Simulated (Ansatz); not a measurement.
**BHF₄: geometry relaxation**

- system: BHF₄
- method: RHF/6-31G* (Ansatz 0.2.0)

It belongs to a series of runs on one base structure; here: start relaxed. Figures and captions count atoms from 1; the log counts them from 0 in places.

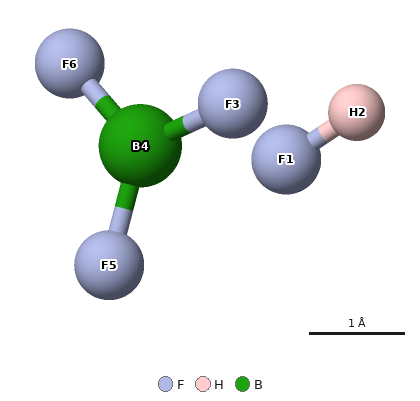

Fig. 1: The input geometry (ball-and-stick view, seen at a tilt; atoms are numbered from 1 in the order of the input).

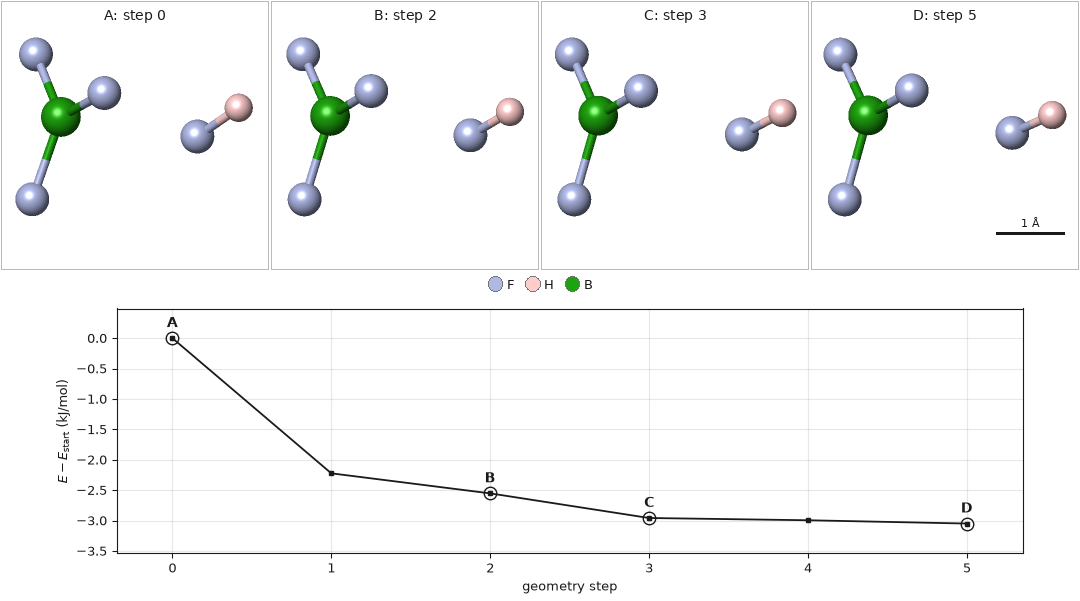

Fig. 2: Frames of the relaxation (ball-and-stick view, seen at a tilt) above the curves, on which the letters mark them (the first geometry is step 0 here and step 1 in the log).

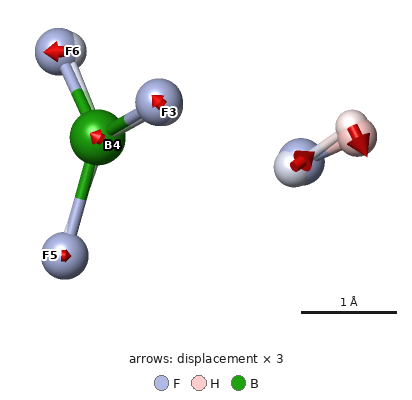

Fig. 3: Start (faint) and end (solid) with the displacements as red arrows, magnified 3 times (ball-and-stick view, seen at a tilt). The two geometries are laid on each other by the best rigid fit. After 5 geometry steps the energy has fallen by 3.05 kJ/mol. The largest force component goes from 1.3 to 0.019 eV/Å. H2 moves most after the best rigid fit: 0.12 Å. Largest moves by element: H 0.12 Å, F 0.11 Å, B 0.05 Å. Distances before and after: F1–H2 0.939 → 0.915 Å, F3–B4 1.315 → 1.311 Å. (Atoms are counted from 1 in the order of the input.)

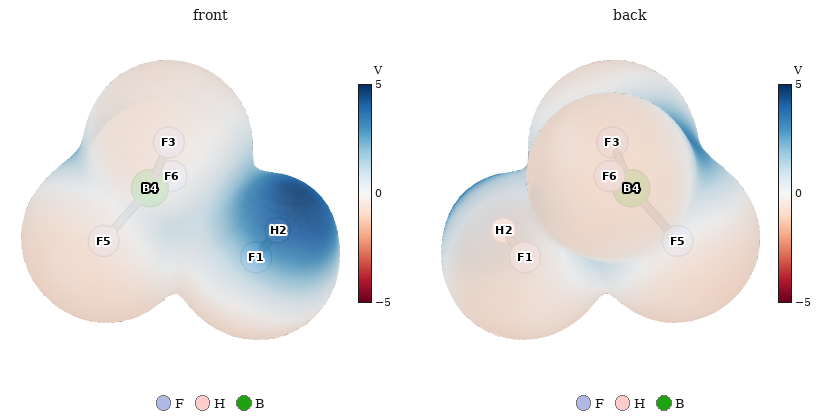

Fig. 4: The molecular electrostatic potential painted on the density surface at 0.002 e/bohr³, seen at a tilt and from behind; the colour scale runs from red (negative) to blue (positive).

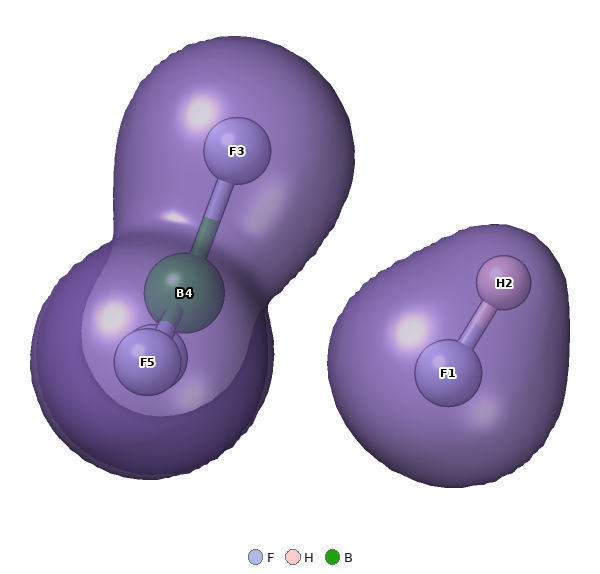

Fig. 5: Isosurface of the electron density at 0.2 e/Å³ (purple), seen face on. At this value the surface falls into two separate pieces. It is pinched off along the B···F (2.38 Å) contacts. On the grid the lowest density along these lines, outside the cores, is 0.1 e/Å³ (B···F, 2.38 Å), 1.7 e/Å³ (B–F, 1.30 Å) and 2.4 e/Å³ (F–H, 0.91 Å).

The input and output of the run follow.

**Input**
```yaml
crystal:
  periodic: [false, false, false]
  atoms:
    - { symbol: F, position_ang: [0.0075, -0.3999, -1.4434] }
    - { symbol: H, position_ang: [0.0071, 0.4481, -1.8463] }
    - { symbol: F, position_ang: [0.3272, 1.2058, 0.4933] }
    - { symbol: B, position_ang: [-0.0021, -0.0355, 0.7766] }
    - { symbol: F, position_ang: [0.9238, -0.8899, 1.095] }
    - { symbol: F, position_ang: [-1.2636, -0.3285, 0.9248] }
basis:
  gaussian: { orbitals: "6-31G*" }
hamiltonian:
  xc: hf
relax:
  f_tol: 0.02
  max_steps: 40
scf:
  lower_state_search: "off"
output:
  orbitals: {}
```

Launched with:
```bash
ansatz run input.yaml --threads 1 --pin off --max-ram 2048MiB --backend cpu --events-out ev --progress --plain --runs-dir out
```

**What the program printed**
```
The last accepted step is kept in [file] (removed where the run ends without a failure and the disk answers)
Engine: ansatz 0.2.0, x86_64-unknown-linux-gnu
Functional definition: HF
  exchange = exact_x
  correlation = 0
these checks for a lower state are left out or cut short: stability, starts, cluster_reference, orbital_swaps, neighbouring_geometries, increment
733 factors; integrals over basis functions are off by at most 3.5e-4 eV
mean field evaluation 1: about -11513.2532 eV, gradient 4.0e1 eV
mean field evaluation 2: about -11513.3012 eV, gradient 4.0e1 eV
mean field evaluation 4: about -11516.0137 eV, gradient 2.3e0 eV
mean field evaluation 8: about -11516.0313 eV, gradient 1.2e-1 eV
mean field -11516.03138095 eV, -423.2063474036 hartree, gradient 5.3e-6 eV, S^2 0.000000; 0 other end points of the search recorded, 0 dependent functions left out
the calculation of the forces begins
reference -11516.03138095 eV, -423.2063474036 hartree; 21, 21 occupied and 56, 56 virtual orbitals, 733 factors
relax step   1: F+E_penalty+E_count = -11516.03138095 eV  Δ(F+E_penalty+E_count) = +0.000e0 eV  max|allowed force component| = 1.251e0 eV/Å  Δτ_max = 0.0000 Å  (20 SCF iters, accepted)
these checks for a lower state are left out or cut short: stability, starts, cluster_reference, orbital_swaps, neighbouring_geometries, increment
733 factors; integrals over basis functions are off by at most 3.5e-4 eV
mean field evaluation 16: about -11516.0544 eV, gradient 1.8e-4 eV
mean field -11516.05442386 eV, -423.2071942149 hartree, gradient 7.2e-6 eV, S^2 0.000000; 0 other end points of the search recorded, 0 dependent functions left out
the calculation of the forces begins
reference -11516.05442386 eV, -423.2071942149 hartree; 21, 21 occupied and 56, 56 virtual orbitals, 733 factors
relax step   2: F+E_penalty+E_count = -11516.05442386 eV  Δ(F+E_penalty+E_count) = -2.304e-2 eV  max|allowed force component| = 4.118e-1 eV/Å  Δτ_max = 0.0449 Å  (21 SCF iters, accepted)
these checks for a lower state are left out or cut short: stability, starts, cluster_reference, orbital_swaps, neighbouring_geometries, increment
733 factors; integrals over basis functions are off by at most 3.4e-4 eV
mean field -11516.05784306 eV, -423.2073198682 hartree, gradient 7.4e-6 eV, S^2 0.000000; 0 other end points of the search recorded, 0 dependent functions left out
the calculation of the forces begins
reference -11516.05784306 eV, -423.2073198682 hartree; 21, 21 occupied and 56, 56 virtual orbitals, 733 factors
relax step   3: F+E_penalty+E_count = -11516.05784306 eV  Δ(F+E_penalty+E_count) = -3.419e-3 eV  max|allowed force component| = 3.011e-1 eV/Å  Δτ_max = 0.0453 Å  (20 SCF iters, accepted)
these checks for a lower state are left out or cut short: stability, starts, cluster_reference, orbital_swaps, neighbouring_geometries, increment
733 factors; integrals over basis functions are off by at most 3.4e-4 eV
mean field evaluation 32: about -11516.0620 eV, gradient 1.2e-6 eV
mean field -11516.06204143 eV, -423.2074741553 hartree, gradient 7.6e-6 eV, S^2 0.000000; 0 other end points of the search recorded, 0 dependent functions left out
the calculation of the forces begins
reference -11516.06204143 eV, -423.2074741553 hartree; 21, 21 occupied and 56, 56 virtual orbitals, 733 factors
relax step   4: F+E_penalty+E_count = -11516.06204143 eV  Δ(F+E_penalty+E_count) = -4.198e-3 eV  max|allowed force component| = 1.519e-1 eV/Å  Δτ_max = 0.0401 Å  (20 SCF iters, accepted)
these checks for a lower state are left out or cut short: stability, starts, cluster_reference, orbital_swaps, neighbouring_geometries, increment
733 factors; integrals over basis functions are off by at most 3.4e-4 eV
mean field -11516.06242563 eV, -423.2074882745 hartree, gradient 2.9e-6 eV, S^2 0.000000; 0 other end points of the search recorded, 0 dependent functions left out
the calculation of the forces begins
reference -11516.06242563 eV, -423.2074882745 hartree; 21, 21 occupied and 56, 56 virtual orbitals, 733 factors
relax step   5: F+E_penalty+E_count = -11516.06242563 eV  Δ(F+E_penalty+E_count) = -3.842e-4 eV  max|allowed force component| = 6.310e-2 eV/Å  Δτ_max = 0.0059 Å  (14 SCF iters, accepted)
these checks for a lower state are left out or cut short: stability, starts, cluster_reference, orbital_swaps, neighbouring_geometries, increment
733 factors; integrals over basis functions are off by at most 3.4e-4 eV
mean field -11516.06298930 eV, -423.2075089889 hartree, gradient 7.7e-6 eV, S^2 0.000000; 0 other end points of the search recorded, 0 dependent functions left out
the calculation of the forces begins
reference -11516.06298930 eV, -423.2075089889 hartree; 21, 21 occupied and 56, 56 virtual orbitals, 733 factors
relax step   6: F+E_penalty+E_count = -11516.06298930 eV  Δ(F+E_penalty+E_count) = -5.637e-4 eV  max|allowed force component| = 1.867e-2 eV/Å  Δτ_max = 0.0316 Å  (21 SCF iters, accepted)
Total energy: -11516.06298930 eV, -423.2075089889 hartree
Atom 0 at    -0.058970    -0.398973    -1.527808 Å, force    -0.000683     0.007307    -0.009857 eV/Å
Atom 1 at     0.115430     0.419997    -1.896586 Å, force     0.001322    -0.007105     0.009249 eV/Å
Atom 2 at     0.295049     1.221143     0.533949 Å, force    -0.008814    -0.018672     0.002811 eV/Å
Atom 3 at    -0.016613    -0.018858     0.823060 Å, force     0.005261    -0.009721     0.000734 eV/Å
Atom 4 at     0.929726    -0.881252     1.060634 Å, force    -0.013281     0.017491    -0.002644 eV/Å
Atom 5 at    -1.264722    -0.341956     1.006752 Å, force     0.016196     0.010699    -0.000293 eV/Å
Dipole moment:     0.070363     0.320962    -0.305755 e Å
Checks for a lower state left out: stability, starts, cluster_reference, orbital_swaps, neighbouring_geometries, increment
```

**Trajectory as extended XYZ (Å, eV, eV/Å), 6 frames, from step=1 to step=6**
```
6
Properties=species:S:1:pos:R:3:forces:R:3 step=1 energy=-11516.03138
F     0.0075   -0.3999   -1.4434   -0.0134   1.1474  -0.7624
H     0.0071    0.4481   -1.8463    0.0201  -1.2510   0.6249
F     0.3272    1.2058    0.4933    0.0333  -0.0290   0.0813
B    -0.0021   -0.0355    0.7766   -0.0922   0.3567   0.0520
F     0.9238   -0.8899    1.0950    0.0642  -0.1224  -0.0154
F    -1.2636   -0.3285    0.9248   -0.0121  -0.1015   0.0196
6
Properties=species:S:1:pos:R:3:forces:R:3 step=2 energy=-11516.05442
F    -0.0140   -0.4201   -1.4659    0.0256   0.4118  -0.2391
H     0.0409    0.4265   -1.8269   -0.0127  -0.3924   0.1320
F     0.3172    1.2284    0.5262    0.0046  -0.1045   0.0274
B    -0.0064   -0.0186    0.7867   -0.0400   0.0563  -0.0241
F     0.9271   -0.8876    1.0502   -0.0315   0.0421   0.0398
F    -1.2649   -0.3284    0.9295    0.0539  -0.0133   0.0640
6
Properties=species:S:1:pos:R:3:forces:R:3 step=3 energy=-11516.05784
F    -0.0227   -0.4121   -1.4979   -0.0092  -0.0164   0.0249
H     0.0611    0.4204   -1.8669    0.0151   0.0444  -0.0395
F     0.3100    1.2282    0.5452    0.0046  -0.1023  -0.1095
B    -0.0103   -0.0208    0.7927   -0.0109   0.0923   0.3011
F     0.9268   -0.8855    1.0612   -0.0421   0.0210  -0.0949
F    -1.2650   -0.3301    0.9658    0.0424  -0.0390  -0.0821
6
Properties=species:S:1:pos:R:3:forces:R:3 step=4 energy=-11516.06204
F    -0.0321   -0.4015   -1.5183   -0.0282  -0.1519   0.0497
H     0.0790    0.4182   -1.9028    0.0281   0.1519  -0.0616
F     0.3039    1.2225    0.5454    0.0228   0.0091   0.0066
B    -0.0125   -0.0182    0.8235   -0.0242   0.0163  -0.0429
F     0.9267   -0.8858    1.0657    0.0085  -0.0024   0.0223
F    -1.2650   -0.3351    0.9866   -0.0070  -0.0229   0.0259
6
Properties=species:S:1:pos:R:3:forces:R:3 step=5 energy=-11516.06243
F    -0.0368   -0.4004   -1.5202   -0.0151  -0.0631   0.0079
H     0.0844    0.4207   -1.9026    0.0154   0.0588  -0.0158
F     0.3025    1.2207    0.5410    0.0233   0.0067   0.0004
B    -0.0128   -0.0197    0.8226   -0.0335   0.0319  -0.0142
F     0.9274   -0.8850    1.0688    0.0094  -0.0087   0.0081
F    -1.2648   -0.3363    0.9904    0.0005  -0.0256   0.0135
6
Properties=species:S:1:pos:R:3:forces:R:3 step=6 energy=-11516.06299
F    -0.0590   -0.3990   -1.5278   -0.0007   0.0073  -0.0099
H     0.1154    0.4200   -1.8966    0.0013  -0.0071   0.0092
F     0.2950    1.2211    0.5339   -0.0088  -0.0187   0.0028
B    -0.0166   -0.0189    0.8231    0.0053  -0.0097   0.0007
F     0.9297   -0.8813    1.0606   -0.0133   0.0175  -0.0026
F    -1.2647   -0.3420    1.0068    0.0162   0.0107  -0.0003
```

**Key numbers**

```csv
quantity,value
outcome,converged
total energy,−11516.0630 eV
mean-field energy,−11516.0630 eV
largest force (length of the vector) at the end,0.022 eV/Å
hardware,"1 thread of Intel Xeon (Sapphire Rapids), 10 GiB of memory available, shared host"
wall time,4.7 s
peak memory,0.15 GiB
```
